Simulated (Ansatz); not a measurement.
# Simulated XPS, UPS and emission spectra of LiPS3, part 2 of 3

Wanted: projected DOS of LiPS3, weighted into photoemission and X-ray emission spectra, at several levels of theory.

Ansatz 0.2.0; DFT, PBE, plane-wave PAW, default files, scalar-relativistic (the session's first sound run).

So far. Step 2 (Self-consistent run, DOS and bands): At this level the gap is 1.85 eV on the path.

## Step 3: With RPBE

This step: DFT, RPBE, plane-wave PAW, default files, scalar-relativistic (Ansatz 0.2.0).

The run is repeated with RPBE on the same cell, to see how much the levels hang on the functional.

input.yaml

```yaml
crystal:
  lattice:
    - [5.5578, -3.5035, 0.0]
    - [5.5578, 3.5035, 0.0]
    - [-3.7957895619, 0.0, 5.3074392707]
  atoms:
    - { symbol: S, position: [0.6808, 0.6808, 0.0615] }
    - { symbol: S, position: [0.3192, 0.3192, 0.9385] }
    - { symbol: S, position: [0.8022, 0.8022, 0.6739] }
    - { symbol: S, position: [0.1978, 0.1978, 0.3261] }
    - { symbol: S, position: [0.7788, 0.2212, 0.5] }
    - { symbol: S, position: [0.2212, 0.7788, 0.5] }
    - { symbol: P, position: [0.8461, 0.8461, 0.4194] }
    - { symbol: P, position: [0.1539, 0.1539, 0.5806] }
    - { symbol: Li, position: [0.2407, 0.7593, 0.0] }
    - { symbol: Li, position: [0.7593, 0.2407, 0.0] }
kpoints:
  mp_grid: { grid: [4, 4, 4] }
  band_path:
    path:
      - [[0.0, 0.0, 0.0], [-0.400156, 0.400156, 0.0]]
      - [[-0.599844, -0.400156, 0.0], [-0.5, -0.5, 0.0], [0.0, 0.0, 0.0], [-0.5, -0.5, 0.5], [-0.748644, -0.251356, 0.5]]
      - [[-0.251356, 0.251356, 0.5], [0.0, 0.0, 0.5], [0.0, 0.0, 0.0]]
      - [[-0.5, 0.0, 0.5], [0.0, 0.0, 0.0], [-0.5, 0.0, 0.0]]
    npoints: 10
scf:
  occupations: { method: fermi_dirac, width: 0.02 }
  n_extra_bands: 24
hamiltonian:
  xc: rpbe
  pseudopotentials: { kind: paw }
output:
  forces: true
  stress: true
  dos:
    projected: true
    de: 0.05
    e_range: [-36, 12]
    nscf_kmesh: { grid: [8, 8, 8] }
  fatbands: true
```

Command:

```sh
ansatz run input.yaml --threads 2 --pin off --max-ram 4096MiB --backend cpu --events-out ev --progress --plain --runs-dir out
```

Numbers of over 12 decimals in the logs are rounded to 6 here.

What it wrote:

```text
[...]
Crystal: 10 atoms, lattice volume = 206.690 Å³
Basis set: ecut = 420 eV, 3981 PW (Γ), exchange–correlation on 90×90×90 points (8 copies of the dense FFT grid, shifted against one another)
Bands: 50, of which v1, the nominal top of the filled ones, is band 26 counted from 1 (25 counted from 0)
Symmetry: 4 space group operations
[...]
k-points: 24 of 64
[...]
SCF iter   1: F=—  HF=-7367.544138 eV  |F-HF|=—  |Δ(HF+E_count)|=         —  Δρ=2.98e-3  dr2=1.86e-2  ethr=1.77e-3  ⟨swp⟩=7.8  Hψ=6644  notcnv=0  defer=161
[...]
SCF iter   7: F=-7367.538434 eV  HF=-7367.538433 eV  |F-HF|=3.91e-8  |Δ(HF+E_count)|=   3.91e-7  Δρ=2.43e-6  dr2=2.12e-8  ethr=1.92e-10  ⟨swp⟩=13.5  Hψ=7444  notcnv=0
SCF 1 converged in 7 iterations: F = -7367.538434 eV  dr2 = 2.12e-8
[...]
NSCF: frozen V_eff on 94 k-points
[...]
SCF converged after 7 iterations
Free energy (F): -7367.538434 eV
[...]
Internal energy: -7367.538434 eV  (E = F + TS)
E sigma→0 (E₀):  -7367.538434 eV
Fermi energy:    4.866615 eV
[...]
--- Forces (eV/Å), atoms counted from 1 ---
  atom   1  S     -0.28044789     0.00000000    -0.76231887
  atom   2  S      0.28044789    -0.00000000     0.76231887
  atom   3  S     -0.42713761     0.00000000     0.49354678
  atom   4  S      0.42713761    -0.00000000    -0.49354678
  atom   5  S     -0.00000000     0.43054794     0.00000000
  atom   6  S      0.00000000    -0.43054794     0.00000000
  atom   7  P      0.37890733     0.00000000     0.29335585
  atom   8  P     -0.37890733    -0.00000000    -0.29335585
  atom   9  Li     0.00000000    -0.00564269    -0.00000000
  atom  10  Li    -0.00000000     0.00564269     0.00000000
  max |Σ_I F_I| component: 5.55e-17 eV/Å
--- Stress (GPa, compression-positive) ---
        4.444335      -0.000000      -0.284231
       -0.000000       3.637711      -0.000000
       -0.284234      -0.000000       5.522051
  P = ⅓ Tr σ = 4.5347 GPa (45.347 kbar)
--- Band table (eV; the first three rows and the last of 24) ---
  k-point 0: bands = [... 22 lower, 3.1285, 3.3698, 3.4896, 3.9030, 6.2033, 6.7140, 7.1969, 7.9824, ... 20 higher]
  k-point 1: bands = [... 22 lower, 3.1447, 3.3036, 3.5032, 3.5229, 5.9554, 6.7990, 6.9472, 7.9548, ... 20 higher]
  k-point 2: bands = [... 22 lower, 3.1538, 3.2039, 3.2055, 3.2808, 5.8303, 6.7664, 6.7834, 8.1769, ... 20 higher]
  k-point 23: bands = [... 22 lower, 3.1581, 3.2046, 3.2091, 3.4266, 6.5698, 6.9632, 7.5316, 7.9601, ... 20 higher]
```

Run time: 65 s. Hardware: 2 threads of Arm Neoverse V2, shared host; peak memory 0.91 GiB; 2.1 min of CPU time.

This step gave:

```yaml
free_energy: -7367.5384 eV
fermi_energy: 4.867 eV
pressure: 4.535 GPa
gap_on_the_k_mesh: 1.927 eV
share_of_occupied_states_in_no_projected_shell: 0.0162 of the occupied states in the window
gap_on_the_path: 1.927 eV
least_direct_gap_on_the_path: 2.297 eV
```

Electronic bands along the path, in eV, zero at the valence-band maximum; v1 is the highest filled band, c1 the lowest empty one:

```
     point     v4     v3     v2     v1    c1    c2    c3    c4
         Γ  -0.77  -0.53  -0.41   0.00  2.30  2.81  3.29  4.08
         C  -1.06  -1.05  -0.73  -0.17  2.69  3.15  3.48  4.13
jump to C2  -1.06  -1.05  -0.73  -0.17  2.69  3.15  3.48  4.13
        Y2  -1.22  -1.07  -0.53  -0.24  2.70  3.27  3.47  4.29
         Γ  -0.77  -0.53  -0.41   0.00  2.30  2.81  3.29  4.08
        M2  -0.74  -0.70  -0.69  -0.48  2.67  3.06  3.63  4.06
         D  -1.13  -0.88  -0.71  -0.65  2.40  2.75  3.37  4.46
jump to D2  -1.13  -0.88  -0.71  -0.65  2.40  2.75  3.37  4.46
         A  -0.75  -0.70  -0.70  -0.62  1.93  2.86  2.88  4.27
         Γ  -0.77  -0.53  -0.41   0.00  2.30  2.81  3.29  4.08
jump to L2  -0.90  -0.71  -0.61  -0.33  2.29  3.22  3.32  4.42
         Γ  -0.77  -0.53  -0.41   0.00  2.30  2.81  3.29  4.08
        V2  -1.03  -0.68  -0.64  -0.46  2.13  3.07  3.37  3.98
```

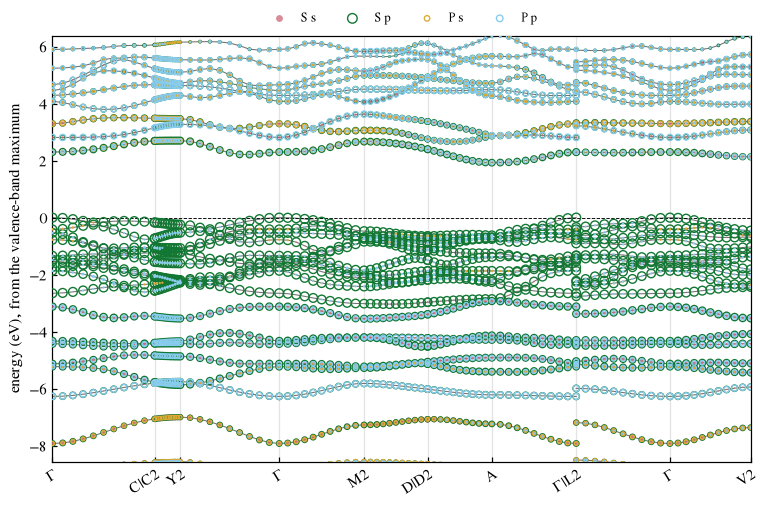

Electronic bands along the path; dots are coloured as in the legend, and their area grows with the weight.

The DOS has structure finer than the step of the table below, so its rows give means over 2 eV, whole bins alone (the curve runs from -17.7 to 9.89 eV). Peaks (eV: height): total -14.5: 11.6, -12.9: 15.5, -12.7: 16.3, -12.2: 23.4; S 3p -2.3: 9.58, -2.0: 9.01, -0.6: 9.41, -0.4: 9.27; S 3s -14.5: 4.75, -12.9: 12.0, -12.7: 11.5, -12.2: 17.1; P 3p -12.9: 3.12, -12.7: 3.63, -12.2: 5.39, -6.0: 2.96; P 3s -16.1: 4.02, -14.5: 4.33, -8.6: 1.81, 3.4: 1.59.

* holds the states left over by the projection beside any projected weight of its own. DOS against E, zero at the valence-band maximum; means over each step; values in states/eV/cell:

```
E (eV)  total    S 3p    S 3s    P 3p     P 3s  Li 2p*   Li 2s
   -16  1.000   0.130   0.420  0.0387    0.373       0  0.0322
   -14   1.13   0.139   0.509  0.0669    0.377       0  0.0248
   -12   3.87  0.0713    2.83   0.858   0.0271       0  0.0577
   -10      0       0       0       0        0       0       0
    -8   1.99   0.600   0.847  0.0758    0.400  0.0190  0.0477
    -6   2.43    1.33   0.240   0.791   0.0187  0.0403  0.0116
    -4   3.59    2.17   0.383   0.921  0.00307  0.0546  0.0513
    -2   6.46    5.94  0.0876  0.0838   0.0117   0.206   0.130
     0   3.53    3.39  0.0216  0.0314  0.00765  0.0680  0.0127
     2   1.46   0.692  0.0376   0.335    0.235   0.150  0.0142
     4   4.22    1.54   0.191    1.20    0.337   0.847   0.112
     6   5.35   0.924   0.200   0.828   0.0808    2.84   0.481
     8   6.80   0.404  0.0791   0.163   0.0415    5.46   0.652
```

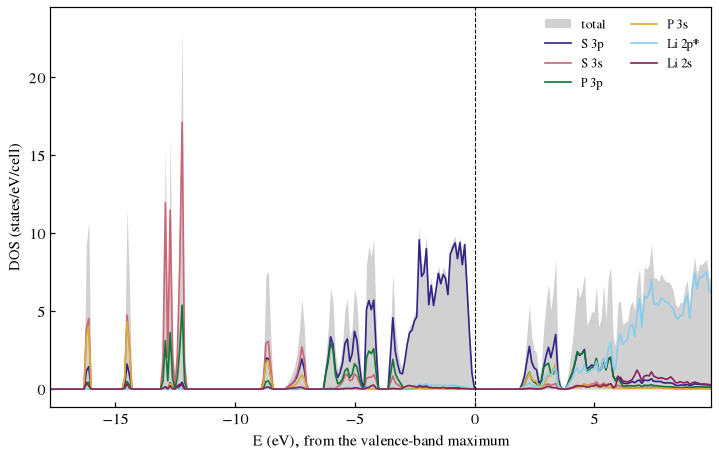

DOS against E.

Maxima picked by a test of local sharpness, so broad peaks and shoulders can be missing; peaks within 0.45 eV of a curve's cut are left out. Valence peaks, by row, the first 40 of 41 rows:

```
photon energy (eV)  binding energy (eV)  height (% of the maximum within 13 eV)  main shell  its share (%)
              40.8                16.14                                   33.34        S 3s          49.97
              40.8                14.49                                   40.19        S 3s          53.58
              40.8                12.44                                     100        S 3s          85.31
              40.8                8.639                                   42.43        S 3s           53.7
              40.8                7.239                                      41        S 3s          58.37
              40.8                5.039                                   47.08        S 3p          40.23
              40.8                4.339                                    57.9        S 3p          46.02
              40.8                3.389                                   37.11        S 3p          49.71
              40.8                2.089                                   62.25        S 3p          85.73
              40.8               0.8394                                    69.4        S 3p          93.44
                60                16.14                                   22.62        S 3s          49.33
                60                14.49                                   27.59        S 3s          52.28
                60                12.39                                   71.67        S 3s          79.75
                60                8.639                                   31.87        S 3s          47.88
                60                7.239                                   32.15        S 3s          49.85
                60                5.939                                   38.21        S 3p          52.27
                60                5.039                                   51.39        S 3p          55.02
                60                4.339                                   66.39        S 3p          59.92
                60                3.389                                   43.29        S 3p          63.63
                60                2.089                                    85.3        S 3p          93.41
                60               0.7894                                     100        S 3p          96.97
              1487                16.14                                   30.97        S 3s           59.5
              1487                14.49                                   37.74        S 3s          63.09
              1487                12.44                                     100        S 3s          94.34
              1487                8.639                                   39.39        S 3s          63.97
              1487                7.239                                   38.46        S 3s          68.82
              1487                5.039                                   34.84        S 3s          49.19
              1487                4.339                                   39.81        S 3p          47.43
              1487                3.389                                   26.34        S 3p          49.63
              1487                2.089                                   43.15        S 3p          87.64
              1487               0.7894                                   48.88        S 3p          94.17
              9252                16.14                                   30.16        S 3s          63.45
              9252                14.49                                    36.8        S 3s           67.2
              9252                12.44                                     100        S 3s          97.97
              9252                8.639                                   36.65        S 3s          71.39
              9252                7.239                                   35.07        S 3s          78.36
              9252                5.089                                   20.98        S 3s          85.15
              9252                4.339                                   19.98        S 3s          81.94
              9252                3.389                                   13.16        S 3s          81.66
              9252                2.139                                   10.39        S 3p          51.37
```

Spectra as before, but with a recipe of its own (widths, and in some runs the light), which changes peak heights and what is resolved: Gaussian 0.15 eV, Lorentzian 0.2 eV plus 0.05 times the binding energy, linear light, analyser at 30°, Fermi edge at 20 K; some photon energies differ too.

Side by side:

```
                         quantity  this run  base run  difference
             gap on the path (eV)    1.9273     1.853      0.0743
least direct gap on the path (eV)    2.2966     2.228      0.0686
           gap on the k-mesh (eV)    1.9273    1.8530      0.0742
```

The two runs differ clearly in the gap on the path: 1.93 eV against 1.85 eV.

At this level the gap is 1.93 eV on the path.

## Step 4: With LDA

This step: DFT, LDA, plane-wave PAW, default files, scalar-relativistic (Ansatz 0.2.0).

The run is repeated with LDA on the same cell, to see how much the levels hang on the functional.

Changes to input.yaml since step 3:

```diff
@@ -29,3 +29,3 @@
 hamiltonian:
-  xc: rpbe
+  xc: lda
   pseudopotentials: { kind: paw }
```

What it wrote:

```text
[...]
Crystal: 10 atoms, lattice volume = 206.690 Å³
Basis set: ecut = 420 eV, 3981 PW (Γ)
Bands: 50, of which v1, the nominal top of the filled ones, is band 26 counted from 1 (25 counted from 0)
Symmetry: 4 space group operations
[...]
k-points: 24 of 64
[...]
SCF iter   1: F=—  HF=-7078.189855 eV  |F-HF|=—  |Δ(HF+E_count)|=         —  Δρ=5.17e-3  dr2=3.67e-2  ethr=1.77e-3  ⟨swp⟩=7.9  Hψ=6734  notcnv=0  defer=136
[...]
SCF iter   7: F=-7078.171508 eV  HF=-7078.171508 eV  |F-HF|=5.63e-9  |Δ(HF+E_count)|=   5.38e-8  Δρ=1.98e-6  dr2=1.31e-8  ethr=1.92e-10  ⟨swp⟩=13.8  Hψ=7504  notcnv=0
SCF 1 converged in 7 iterations: F = -7078.171508 eV  dr2 = 1.31e-8
[...]
SCF converged after 7 iterations
Free energy (F): -7078.171508 eV
[...]
Internal energy: -7078.171508 eV  (E = F + TS)
E sigma→0 (E₀):  -7078.171508 eV
Fermi energy:    4.496509 eV
[...]
--- Forces (eV/Å), atoms counted from 1 ---
  atom   1  S     -0.18904166     0.00000000    -0.51708550
  atom   2  S      0.18904166    -0.00000000     0.51708550
  atom   3  S     -0.32667553     0.00000000     0.29086711
  atom   4  S      0.32667553    -0.00000000    -0.29086711
  atom   5  S      0.00000000     0.19999523     0.00000000
  atom   6  S      0.00000000    -0.19999523    -0.00000000
  atom   7  P      0.36879703     0.00000000     0.25601542
  atom   8  P     -0.36879703    -0.00000000    -0.25601542
  atom   9  Li     0.00000000    -0.01567136     0.00000000
  atom  10  Li    -0.00000000     0.01567136    -0.00000000
  max |Σ_I F_I| component: 0.00e0 eV/Å
--- Stress (GPa, compression-positive) ---
       -1.147122       0.000000      -0.267607
        0.000000      -1.536074       0.000000
       -0.267607       0.000000       0.080277
  P = ⅓ Tr σ = -0.8676 GPa (-8.676 kbar)
--- Band table (eV; the first three rows and the last of 24) ---
  k-point 0: bands = [... 22 lower, 2.8054, 3.0802, 3.1655, 3.6366, 5.7583, 6.2595, 6.6408, 7.4190, ... 20 higher]
  k-point 1: bands = [... 22 lower, 2.8245, 3.0088, 3.2078, 3.2210, 5.4862, 6.3570, 6.3932, 7.3686, ... 20 higher]
  k-point 2: bands = [... 22 lower, 2.8369, 2.8971, 2.8972, 2.9740, 5.3565, 6.1886, 6.3333, 7.5869, ... 20 higher]
  k-point 23: bands = [... 22 lower, 2.8195, 2.9063, 2.9109, 3.1540, 6.1188, 6.4002, 7.1038, 7.3869, ... 20 higher]
```

Run time: 64 s. Hardware: 2 threads; peak memory 0.89 GiB.

This step gave:

| Item | Value |
| --- | --- |
| free energy | -7078.1715 eV |
| Fermi energy | 4.497 eV |
| pressure | -0.8676 GPa |
| gap on the k-mesh | 1.720 eV |
| share of occupied states in no projected shell | 0.0168 of the occupied states in the window |
| gap on the path | 1.720 eV |
| least direct gap on the path | 2.105 eV |

Electronic bands along the path, in eV, zero at the valence-band maximum; v1 is the highest filled band, c1 the lowest empty one:

```
     point     v4     v3     v2     v1    c1    c2    c3    c4
         Γ  -0.83  -0.56  -0.47   0.00  2.12  2.62  3.00  3.78
         C  -1.12  -1.11  -0.78  -0.20  2.50  2.96  3.27  3.88
jump to C2  -1.12  -1.11  -0.78  -0.20  2.50  2.96  3.27  3.88
        Y2  -1.29  -1.13  -0.55  -0.27  2.50  3.09  3.26  4.01
         Γ  -0.83  -0.56  -0.47   0.00  2.12  2.62  3.00  3.78
        M2  -0.82  -0.73  -0.73  -0.48  2.48  2.76  3.47  3.75
         D  -1.19  -0.93  -0.76  -0.69  2.22  2.48  3.16  4.29
jump to D2  -1.19  -0.93  -0.76  -0.69  2.22  2.48  3.16  4.29
         A  -0.80  -0.74  -0.74  -0.66  1.72  2.55  2.70  3.95
         Γ  -0.83  -0.56  -0.47   0.00  2.12  2.62  3.00  3.78
jump to L2  -0.95  -0.75  -0.65  -0.35  2.10  3.05  3.07  4.23
         Γ  -0.83  -0.56  -0.47   0.00  2.12  2.62  3.00  3.78
        V2  -1.08  -0.72  -0.68  -0.49  1.92  2.87  3.15  3.70
```

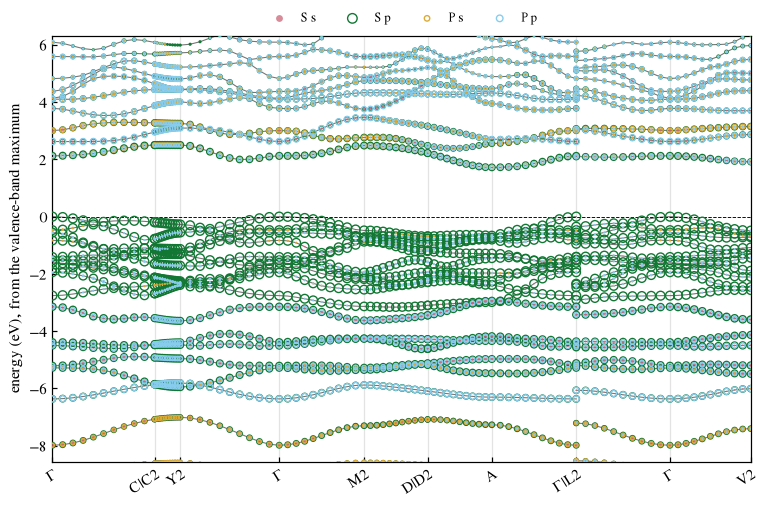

Electronic bands along the path; dots are coloured as in the legend, and their area grows with the weight.

The two runs compared:

```
                         quantity  this run  base run  difference
             gap on the path (eV)    1.7199     1.853      -0.133
least direct gap on the path (eV)    2.1048     2.228      -0.123
           gap on the k-mesh (eV)    1.7199    1.8530      -0.133
```

One result that differs is the gap on the k-mesh, 1.72 eV against 1.85 eV.

At this level the gap is 1.72 eV on the path.

[end of part 2 of 3]

[Logs are printed without paths, hosts, clocks, repeated set-up lines and the standing remarks that a program may print on its own settings, such as how far it seeks lower states.]

[Hosts, paths, dates, database ids (printed as entryN), source tags and the programs' standing remarks are cut or masked in the printed files.]

[Maps of the electrostatic potential energy from Ansatz leave out the sawtooth potential of an applied field or a dipole correction, so their vacuum need not be flat; work functions include it.]

[Peak lists hold at most the 14 tallest peaks of each spectrum; further lines can be left out.]
